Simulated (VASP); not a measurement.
Consider Hg3SbAs.

```
Sb As Hg
1.0
     5.74524    0.00000    0.00000
     0.00000    5.74524    0.00000
     0.00000    0.00000    5.74524
Sb As Hg
1 1 3
Direct
  0.00000 0.00000 0.00000
  0.50000 0.50000 0.50000
  0.50000 0.50000 0.00000
  0.50000 0.00000 0.50000
  0.00000 0.50000 0.50000
```

Space group Pm-3m; a generated structure, not necessarily the stable one; computed pressure about −6 GPa in this cell.

All numbers below come from Kohn-Sham DFT of a periodic cell, PBEsol, VASP PAW PBE potentials, recommended in VASP.

Q: What will maps of the valence pseudo-density and electron localisation function show?

A: Hg–As (2.87 Å): ρ at the midpoint is about 0.28 e/Å³; the ELF is about 0.35 at the midpoint.
Hg–Sb (4.06 Å): ρ is about 0.05 e/Å³ halfway; the ELF is about 0.15 at the midpoint: no shared electron pair shows on this line.

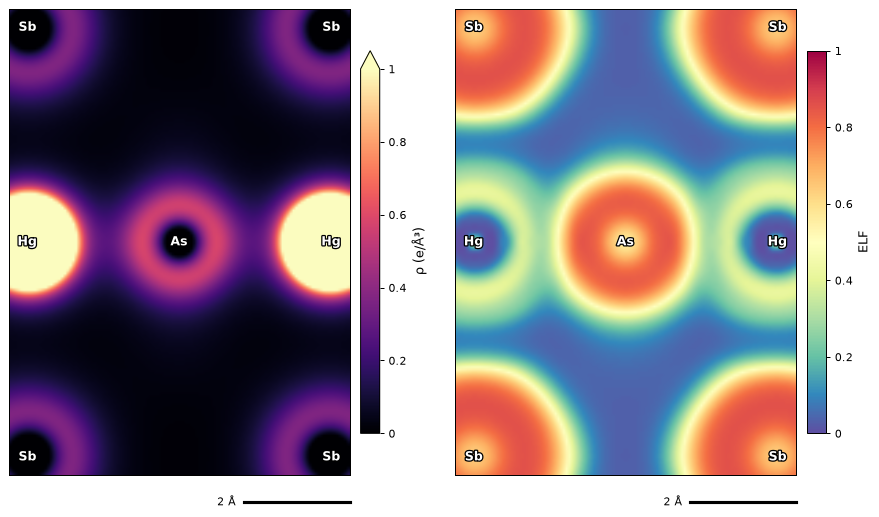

Computed valence pseudo-density and electron localisation function on the (110) plane of the conventional cell, in this order. 

In a PAW calculation such maps are meaningful between the atoms, not at the nuclei.
